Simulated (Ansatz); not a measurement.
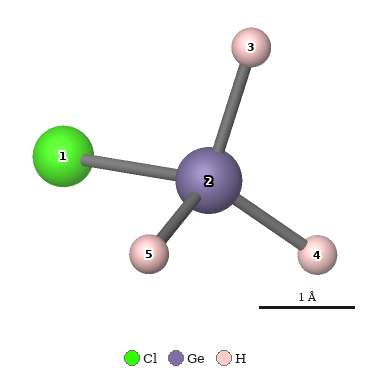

Figure 1. The starting structure (ball-and-stick view, seen at a tilt; atoms are numbered from 1 in the order of the input). Sticks mark near contacts.

# GeH3Cl (charge +1): geometry relaxation

System: GeH3Cl, charge +1, multiplicity 2.
Method: CCSDTQ/STO-6G, UHF (Ansatz 0.2.0).

The geometry comes from this level: PBE0-D4/def2-TZVP.

## Input
```yaml
crystal:
  periodic: [false, false, false]
  atoms:
    - {symbol: Cl, position_ang: [-1.875800, -0.025100, 0.641300]}
    - {symbol: Ge, position_ang: [0.161800, -0.013900, -0.060600]}
    - {symbol: H, position_ang: [0.160400, 0.656200, -1.438100]}
    - {symbol: H, position_ang: [0.619000, -1.473700, -0.140600]}
    - {symbol: H, position_ang: [0.984500, 0.782900, 0.956700]}
basis:
  gaussian:
    orbitals: STO-6G.json
    fitting: {mean_field: x2c-jfit, correlation: cc-pVTZ-rifit}
total_charge: 1
magnetization:
  spin_polarized: true
  initial_magnetization: 1
correlation:
  method: ccsdtq
  frozen_orbitals: {Cl: 5, Ge: 9, H: 0}
accuracy: low
relax:
  max_displacement: 0.05
```

Hardware: 1 thread of Arm Neoverse N1, 54 GiB of memory available, shared host.

Launched with:
```bash
ansatz run molecule.yaml --threads 1 --pin off --max-ram 2610MiB --events-out events.jsonl --progress --plain --runs-dir runs
```

## The program's output
```
The last accepted step is kept in runs//last_step.txt (removed where the run ends without a failure and the disk answers)
Functional definition: HF
  name "HF"
  exchange = exact_x
  correlation = 0
199 factors; integrals over basis functions are off by at most 1.8e1 eV
378 factors; integrals over basis functions are off by at most 1.3e2 eV
mean field evaluation 1: about -68371.6734 eV, gradient 1.4e1 eV
mean field evaluation 2: about -68374.4557 eV, gradient 6.3e0 eV
mean field evaluation 4: about -68375.0576 eV, gradient 2.3e0 eV
mean field evaluation 8: about -68375.8506 eV, gradient 9.2e-1 eV
mean field evaluation 16: about -68375.8730 eV, gradient 1.3e-3 eV
mean field evaluation 32: about -68375.4836 eV, gradient 2.3e0 eV
mean field evaluation 64: about -68375.8730 eV, gradient 4.0e-3 eV
mean field evaluation 96: about -68375.8629 eV, gradient 7.7e-1 eV
mean field evaluation 128: about -68372.2840 eV, gradient 5.7e0 eV
mean field evaluation 160: about -68373.0052 eV, gradient 5.2e0 eV
mean field evaluation 192: about -68374.2835 eV, gradient 1.4e-1 eV
mean field evaluation 224: about -68370.4022 eV, gradient 1.3e1 eV
mean field evaluation 256: about -68374.6381 eV, gradient 2.1e-1 eV
mean field evaluation 288: about -68374.5091 eV, gradient 2.8e0 eV
mean field -68375.87301685 eV, -2512.7669865380 hartree, gradient 1.8e-10 eV, S^2 0.752495; 16 other end points of the search recorded, 0 dependent functions left out
determinant -68375.87301685 eV, -2512.7669865380 hartree, with singles and doubles -68377.76990718 eV, -2512.8366959718 hartree
determinant -68375.87298060 eV, -2512.7669852059 hartree, with singles and doubles -68377.76983796 eV, -2512.8366934279 hartree
determinant -68374.64019656 eV, -2512.7216812277 hartree, with singles and doubles -68377.41567934 eV, -2512.8236783387 hartree
determinant -68374.64019402 eV, -2512.7216811344 hartree, with singles and doubles -68377.41571827 eV, -2512.8236797693 hartree
determinant -68374.64016782 eV, -2512.7216801718 hartree, with singles and doubles -68377.41566047 eV, -2512.8236776454 hartree
determinant -68374.56078090 eV, -2512.7187627563 hartree, with singles and doubles -68377.66445432 eV, -2512.8328206508 hartree
determinant -68374.56031534 eV, -2512.7187456471 hartree, with singles and doubles -68377.66676565 eV, -2512.8329055905 hartree
determinant -68374.38855765 eV, -2512.7124336683 hartree, with singles and doubles -68376.52378682 eV, -2512.7909018932 hartree
determinant -68374.28321922 eV, -2512.7085625527 hartree, with singles and doubles -68376.21088562 eV, -2512.7794029862 hartree
determinant -68374.28319924 eV, -2512.7085618182 hartree, with singles and doubles -68376.21081083 eV, -2512.7794002376 hartree
determinant -68374.14137107 eV, -2512.7033497293 hartree, with singles and doubles -68376.22427081 eV, -2512.7798948830 hartree
determinant -68375.87301685 eV, -2512.7669865380 hartree, with singles and doubles -68377.78313854 eV, -2512.8371822153 hartree
determinant -68375.87298060 eV, -2512.7669852059 hartree, with singles and doubles -68377.78306439 eV, -2512.8371794903 hartree
determinant -68374.64019656 eV, -2512.7216812277 hartree, with singles and doubles -68377.52411587 eV, -2512.8276633076 hartree
determinant -68374.64019402 eV, -2512.7216811344 hartree, with singles and doubles -68377.52365063 eV, -2512.8276462104 hartree
determinant -68374.64016782 eV, -2512.7216801718 hartree, with singles and doubles -68377.52352735 eV, -2512.8276416799 hartree
determinant -68374.56078090 eV, -2512.7187627563 hartree, with singles and doubles -68377.69001009 eV, -2512.8337598080 hartree
determinant -68374.56031534 eV, -2512.7187456471 hartree, with singles and doubles -68377.69057826 eV, -2512.8337806879 hartree
14 core orbitals not correlated: weight in the atoms' cores, before any rotation towards them, 0.999 or more for the frozen orbitals, at most 0.000 for the correlated occupied ones
reference -68375.87301685 eV, -2512.7669865380 hartree; 12, 11 occupied and 4, 5 virtual orbitals, 378 factors
Error: the run needs more than the 2.54 GiB of memory given, because the steps of its equations don't fit beside its arrays
```

## Outcome

```csv
quantity,value
outcome,refused by the program
```

## Diagnosis

The program refused the input: “the run needs more than the 2.54 GiB of memory given, because the steps of its equations don't fit beside its arrays” The input asks for low accuracy.
